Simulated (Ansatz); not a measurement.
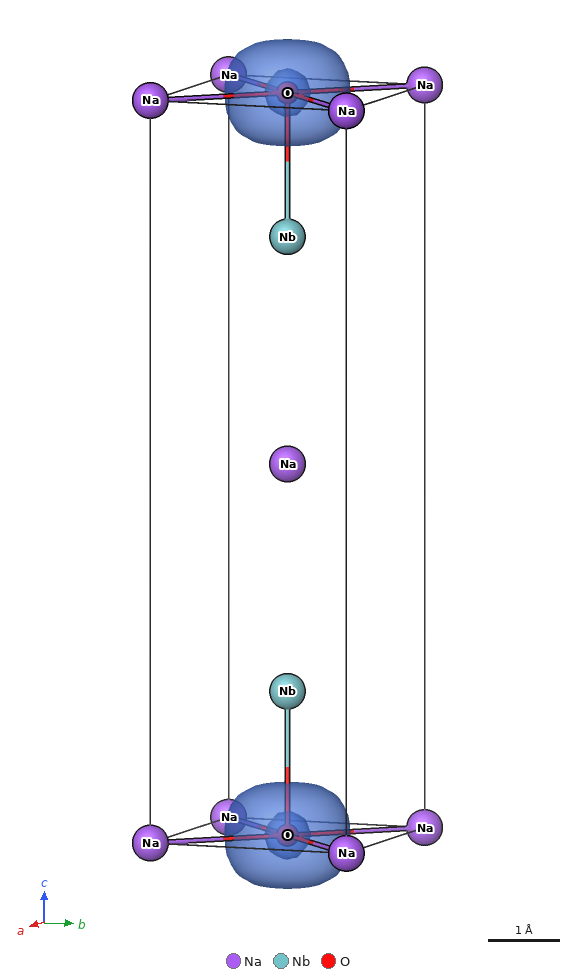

*Na2Nb2O. Isosurface of the electron localisation function at 0.65 (blue), seen slightly off an axis. Core shells and regions of very low density are left out. Sticks mark near contacts.*

Space group P4/mmm; a structure generated by program, which may or may not match a known phase.

Theory: DFT PBE, scalar-relativistic, plane waves, PAW in Ansatz 0.2.0.

Input

```
crystal:
  lattice:
    - [3.007469617, 0.0, 0.0]
    - [0.0, 3.007469617, 0.0]
    - [0.0, 0.0, 10.6165875497]
  atoms:
    - { symbol: Na, position: [0.0, 0.0, 0.0] }
    - { symbol: Na, position: [0.5, 0.5, 0.5] }
    - { symbol: Nb, position: [0.5, 0.5, 0.8069805073] }
    - { symbol: Nb, position: [0.5, 0.5, 0.1930194927] }
    - { symbol: O, position: [0.5, 0.5, 0.0] }
basis:
  ecutwfc: 420
kpoints:
  mp_grid: { grid: [12, 12, 4] }
hamiltonian:
  xc: pbe
scf:
  occupations: { method: gaussian, width: 0.1 }
output:
  forces: true
  stress: true
  eigenvalues: true
  write_density: true
  write_potential: true
  elf: true
  volumetric_format: npy
relax:
  adjacent_minimum: "off"
  f_tol: 0.01
  max_steps: 80
  cell: { stress_tol: 0.05 }
```

Launched as:

```sh
ansatz run input.yaml --threads 1 --pin off --max-ram 2560MiB --backend cpu --events-out ev --progress --plain --runs-dir out
```

Below, planes, directions and counts refer to the conventional cell (a = 3.00 Å, b = 3.00 Å, c = 10.64 Å, α = 90.00°, β = 90.00°, γ = 90.00°).

The fields are those of the run's last geometry, not of the input's.

Q: What do the ELF domains correspond to?

A: The ELF exceeds this value in one region wrapped around O (its valence shell), counted in one cell of 5 atoms. Regions shared between cells count once.

Values along the shortest contacts:
Nb–O (2.06 Å): the ELF peaks at about 0.80 in the valence shell of O, 0.6 Å from its nucleus, and drops to about 0.20 between the two atoms (no localised pair shows between them). Na–O (2.12 Å): the ELF peaks at about 0.80 in the valence shell of O, 0.6 Å from its nucleus, and is about 0.10 at the midpoint; no localised pair shows between them.
